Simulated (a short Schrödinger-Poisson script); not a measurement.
Stack: MOS inversion layer, SiO2 on p-type Si(100), at 400 K.

| layer | material | thickness (nm) | Na (cm⁻³) |
|---|---|---|---|
| 1 | SiO2 | 1.6 | - |
| 2 | Si | 1600 | 3.7e16 |

The device is made up for the run: typed textbook-type constants, with dimensions and the other settings drawn at random. SiO2: permittivity 3.9, conduction-band edge (eV) 3.15, gap (eV) 9, electron mass (mₑ) 0.5. Si: permittivity 11.7, conduction-band edge (eV) 0, gap (eV) 1.124, Nv at 300 K (cm⁻³) 3.1e19.

Channel valleys (confinement mass, in-plane density-of-states mass, number): Δ2 0.916, 0.19, 2; Δ4 0.19, 0.417, 4. At the gate the conduction-band edge of layer 1 lies 3.33 eV − eVg above the Fermi level of the channel; the field vanishes at the back. Gaps are held at their typed values at every temperature. Mesh 0.03 nm at interfaces.

Solved with a short Schrödinger-Poisson script written for these runs: 1D Poisson equation in equilibrium, electrons quantum, Hartree (BenDaniel-Duke, 12 states a valley, the channel's in-plane mass for all, wave functions free to enter the dielectric), parabolic valleys, classical holes, full ionisation, no traps, pinning or gate leakage.

Only gate voltages with over 1e8 electrons/cm² are shown.

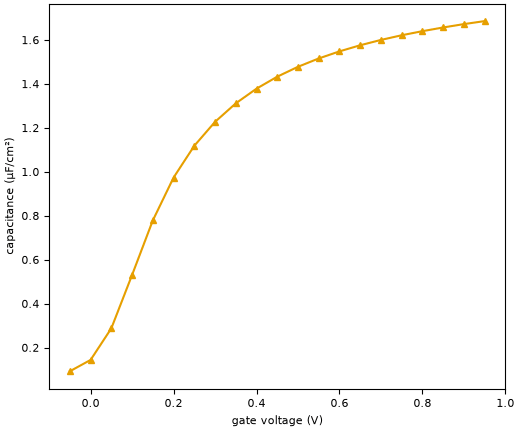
Quasi-static capacitance against gate voltage

| Vg (V) | electrons (cm⁻²) | C (μF/cm²) | Δ2 E0 (meV) | Δ2 E1 (meV) | Δ4 E0 (meV) | Δ4 E1 (meV) |
|---|---|---|---|---|---|---|
| -0.05 | 5.39e9 | 0.0922 | 301.2 | 325.2 | 320.8 | 360.8 |
| 0 | 1.98e10 | 0.144 | 255.1 | 280.0 | 275.4 | 316.8 |
| 0.05 | 6.56e10 | 0.288 | 212.1 | 238.3 | 233.4 | 276.4 |
| 0.1 | 1.77e11 | 0.530 | 175.5 | 203.8 | 198.5 | 243.8 |
| 0.15 | 3.73e11 | 0.778 | 146.9 | 178.2 | 172.1 | 220.5 |
| 0.2 | 6.42e11 | 0.974 | 124.8 | 159.7 | 152.9 | 204.5 |
| 0.25 | 9.66e11 | 1.12 | 107.4 | 146.1 | 138.3 | 193.4 |
| 0.3 | 1.33e12 | 1.23 | 93.2 | 135.8 | 127.0 | 185.3 |
| 0.35 | 1.72e12 | 1.31 | 81.3 | 127.6 | 117.9 | 179.3 |
| 0.4 | 2.14e12 | 1.38 | 71.1 | 121.0 | 110.4 | 174.6 |
| 0.45 | 2.58e12 | 1.43 | 62.1 | 115.6 | 104.0 | 170.8 |
| 0.5 | 3.04e12 | 1.48 | 54.1 | 111.0 | 98.5 | 167.8 |
| 0.55 | 3.50e12 | 1.52 | 46.9 | 107.0 | 93.6 | 165.3 |
| 0.6 | 3.98e12 | 1.55 | 40.4 | 103.6 | 89.3 | 163.2 |
| 0.65 | 4.47e12 | 1.58 | 34.4 | 100.6 | 85.5 | 161.4 |
| 0.7 | 4.96e12 | 1.60 | 28.8 | 98.0 | 81.9 | 159.8 |
| 0.75 | 5.46e12 | 1.62 | 23.6 | 95.6 | 78.7 | 158.4 |
| 0.8 | 5.97e12 | 1.64 | 18.7 | 93.5 | 75.8 | 157.2 |
| 0.85 | 6.49e12 | 1.66 | 14.1 | 91.6 | 73.0 | 156.2 |
| 0.9 | 7.01e12 | 1.67 | 9.8 | 89.8 | 70.4 | 155.2 |
| 0.95 | 7.53e12 | 1.69 | 5.6 | 88.2 | 68.0 | 154.3 |

Subbands count from the Fermi level.
